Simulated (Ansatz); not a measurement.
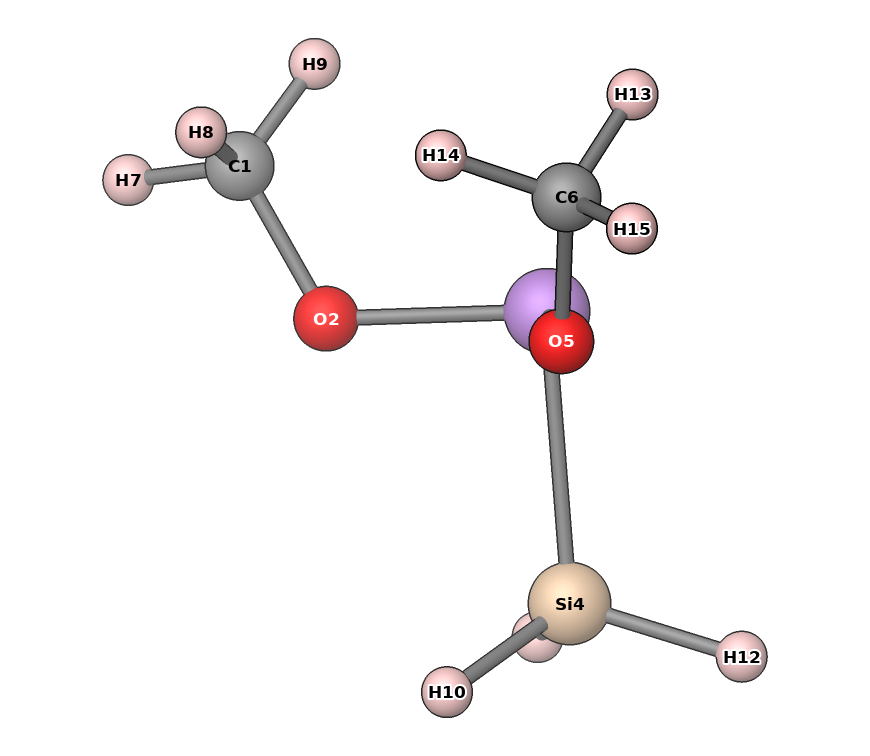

As3 lies behind O5. The molecule seen nearly along the O5–As3 bond, O5 in front. Depth is shown by fading: the farther an atom, the more it takes the colour of the background. Computed geometry: PBE0-D4/def2-TZVP optimisation.

What is the torsion angle C6–O5–As3–Si4? The sign is positive where the front bond must turn clockwise to cover the back bond.

Answer. 176°, antiperiplanar (anti).
